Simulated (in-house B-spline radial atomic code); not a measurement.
**V⁸⁺: density, ELF and screening along the radius**

How do the shells of V⁸⁺ show in real space, and how much do the settings move them?

Method: several methods, spin-polarised, as named in each step; spherical all-electron atom at the radial basis limit. Code: in-house B-spline radial atomic code version 1.

### 1 What is computed

| Property | Result |
| --- | --- |
| element | vanadium (Z = 23) |
| charge | +8 |
| electrons | 15 |
| configuration | [Ne] 3s2 3p3 |
| nucleus | point (non-relativistic runs) or finite (X2C runs) |

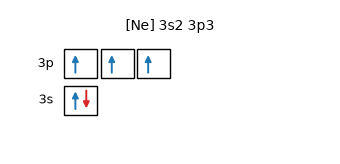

The shells outside the core, filled by Hund's rule for the drawing.

Where spins are not typed, each open shell is filled with up spins first.

### 2 Hartree-Fock, X2C

Settings, as recorded:

```ini
Z = 23
electrons = 15.0
configuration = [Ne] 3s2 3p3
hamiltonian = x2c
method = hf
spin_polarised = True
nucleus = fermi
rms_radius = 3.6002
mass_number = 51
atomic_mass = 50.943957664
speed_of_light = 137.035999084
```

The run is started by

```console
> python run_scf.py task.json out
```

The settings of every run stand in task.json; they run in order.

### 3 RPBE, X2C

Changes to the settings of step 2:

```diff
@@ -4,3 +4,3 @@
 hamiltonian = x2c
-method = hf
+method = rpbe,pbe
 spin_polarised = True
```

### 4 B3LYP, X2C

Changes to the settings of step 3:

```diff
@@ -4,3 +4,3 @@
 hamiltonian = x2c
-method = rpbe,pbe
+method = b3lyp
 spin_polarised = True
```

### 5 BP86, X2C

Changes to the settings of step 4:

```diff
@@ -4,3 +4,3 @@
 hamiltonian = x2c
-method = b3lyp
+method = b88,p86
 spin_polarised = True
```

Q: How large is the system in each run, where do the shell borders lie, and what is the highest level?

**Answer**, as computed:

| run | total energy (hartree) | highest level (eV) | radius holding 50 / 90 / 99 % (bohr) | radius at n = 0.001 (bohr) | ELF minima on the full grid (bohr) |
| --- | --- | --- | --- | --- | --- |
| Hartree-Fock, X2C | -925.9063 | -204.39 | 0.310 / 1.01 / 1.53 | 2.05 | 0.11, 0.54 |
| RPBE, X2C | -926.5166 | -192.01 | 0.310 / 1.00 / 1.53 | 2.06 | 0.11, 0.54 |
| B3LYP, X2C | -926.5485 | -194.59 | 0.310 / 1.00 / 1.53 | 2.06 | 0.11, 0.54 |
| BP86, X2C | -926.6438 | -191.98 | 0.310 / 1.00 / 1.53 | 2.05 | 0.11, 0.54 |

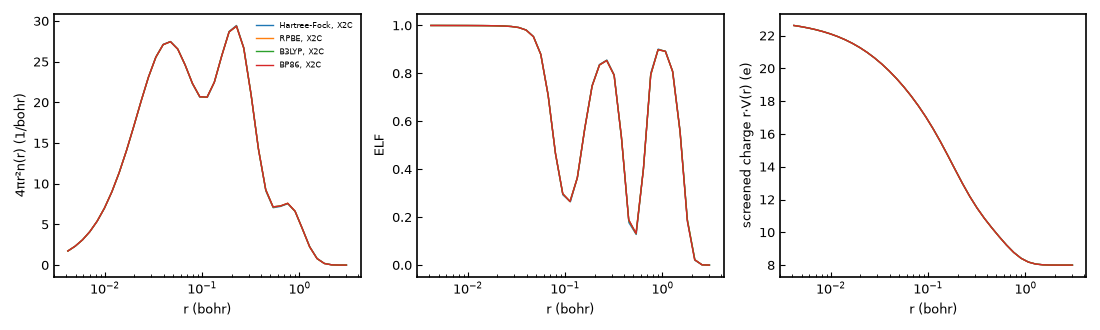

Radial density, ELF and screened nuclear charge of all runs.

**Reading.** In the first run ELF has 2 minima on the grid, which mark the borders between shells. On the record's full grid the screened charge (r times the electrostatic potential) falls from 22.9 near the nucleus to 8.00 at 3.0 bohr; far out it tends to the net charge, 8. The grid is coarse (about 19 % a step), so the places of minima are rough. For X2C runs ELF uses the non-relativistic kinetic energy density, and the fields carry no picture-change correction.
